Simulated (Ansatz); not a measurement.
# H$_{4}$N$_{2}$O$_{2}$W: what the fields show

```json
{"atom": "W", "x (Å)": "-0.1109", "y (Å)": "-0.0203", "z (Å)": "-0.0711"}
{"atom": "N", "x (Å)": "-0.0996", "y (Å)": "0.2905", "z (Å)": "1.6700"}
{"atom": "H", "x (Å)": "0.3122", "y (Å)": "0.4638", "z (Å)": "2.5902"}
{"atom": "N", "x (Å)": "1.5181", "y (Å)": "-0.0313", "z (Å)": "-0.7599"}
{"atom": "H", "x (Å)": "2.5372", "y (Å)": "0.0573", "z (Å)": "-0.7623"}
{"atom": "O", "x (Å)": "-1.0779", "y (Å)": "1.3971", "z (Å)": "-0.9388"}
{"atom": "H", "x (Å)": "-1.6708", "y (Å)": "1.9672", "z (Å)": "-0.4167"}
{"atom": "O", "x (Å)": "-0.8942", "y (Å)": "-1.7577", "z (Å)": "-0.3262"}
{"atom": "H", "x (Å)": "-0.5142", "y (Å)": "-2.3666", "z (Å)": "-0.9851"}
```

Geometry: PBE-D4/def2-SVP; core potentials replace the inner electrons of W.

Method: RKS PBE0-D4/def2-TZVP in Ansatz 0.2.0.

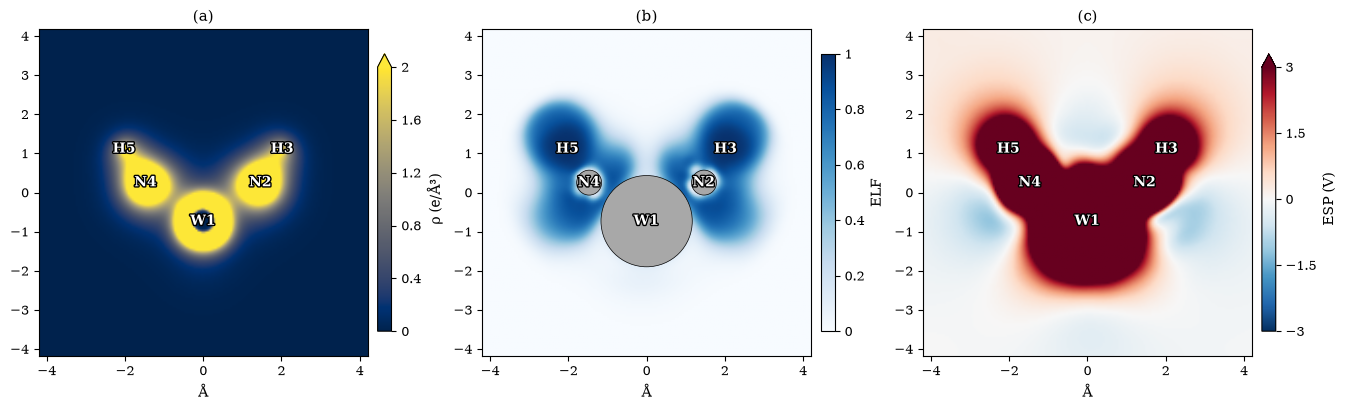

Figure 1. (a) electron density; (b) ELF; (c) electrostatic potential on the plane of atoms W1, N4 and H5. Grey discs cover the atomic cores in the ELF map.

Question: Describe what can be read from this map.

Answer: The plane passes through W, N and H nuclei.
W–N (1.77 Å): ρ is about 1.6 e/Å³ halfway; the ELF peaks at about 0.75 in the valence shell of N, 0.6 Å from its nucleus, and drops to about 0.30 between the two atoms.
N–H (1.02 Å): ρ at the midpoint is about 2.8 e/Å³; the ELF climbs to about 1 towards the hydrogen, as it does in any bond to H; a covalent bond by its length.
Outside the dense part of the molecule the potential is most negative (−1.2 V) near N2 and N4.

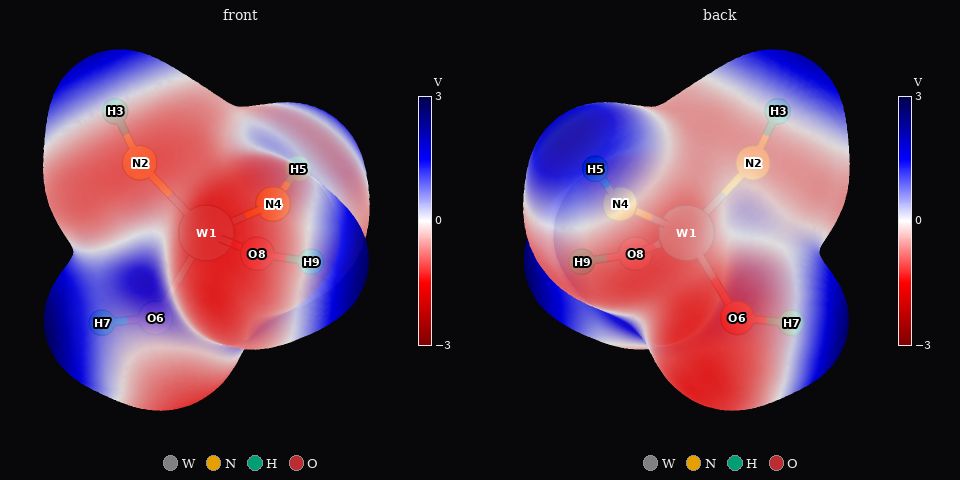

Figure 2. The molecular electrostatic potential painted on the density surface at 0.002 e/bohr³, seen from the front and from behind; red is negative and blue positive.

Question: Describe the electrostatic potential map.

Answer: The most negative region (about −1.4 V, or −32 kcal/mol for a unit charge) lies over O6 and O8, the most positive (about +2.7 V, or +62 kcal/mol for a unit charge) over H7 and H9.

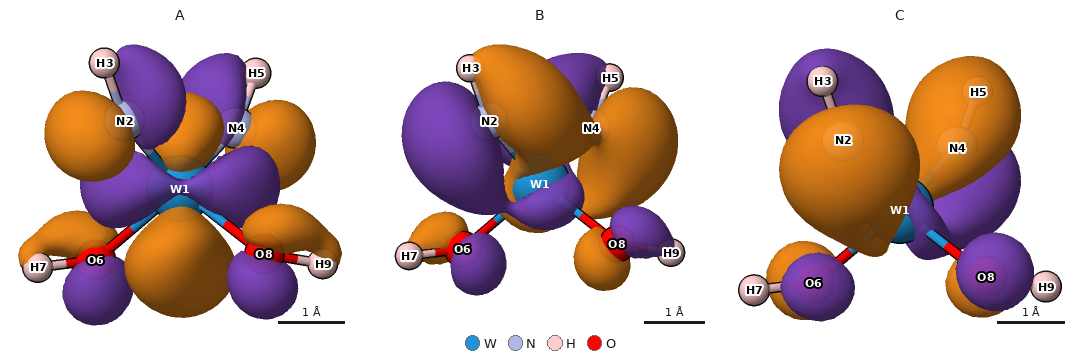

Figure 3. Three frontier orbitals at ±0.1 Å⁻³ᐟ² (orange and purple are the two phases), in no order.

Question: Order the three orbitals by energy and name them.

Answer: B is the HOMO−1 (−7.88 eV). It lies mainly on N2 (about 35 %), N4 (about 35 %) and W1 (about 20 %). C is the HOMO (−7.58 eV). By Hirshfeld shares it lies mainly on N2 (about 35 %), N4 (about 35 %) and W1 (about 15 %). A is the LUMO (−0.82 eV). By Hirshfeld shares it lies mainly on W1 (about 60 %), N2 (about 10 %), N4 (about 10 %), O6 (about 5 %) and O8 (about 5 %).

Question: What is the HOMO–LUMO gap?

Answer: 6.76 eV between the orbital energies.

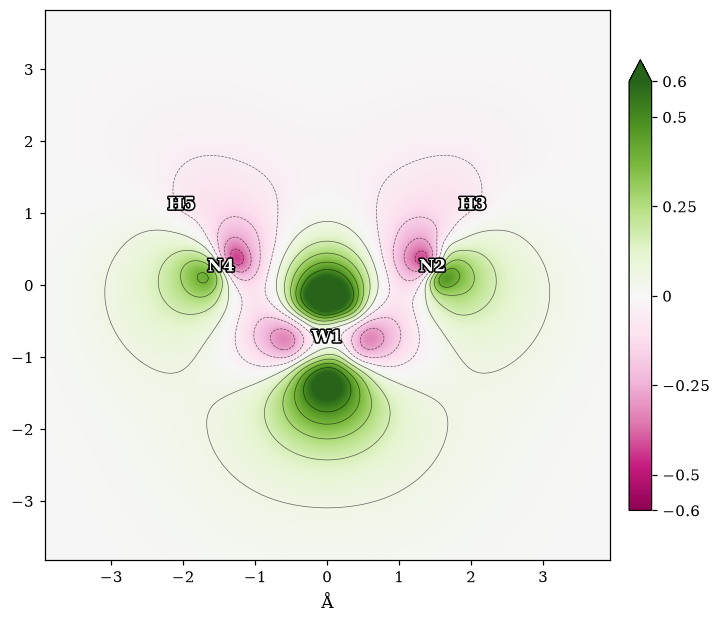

Figure 4. The LUMO on the plane of atoms N2, W1 and N4 (values in Å⁻³ᐟ²; the overall sign is arbitrary).

Question: Describe this orbital and give its energy.

Answer: Its weight (Hirshfeld) is mainly on W1 (about 60 %), N2 (about 10 %), N4 (about 10 %), O6 (about 5 %) and O8 (about 5 %). Its energy is −0.82 eV.
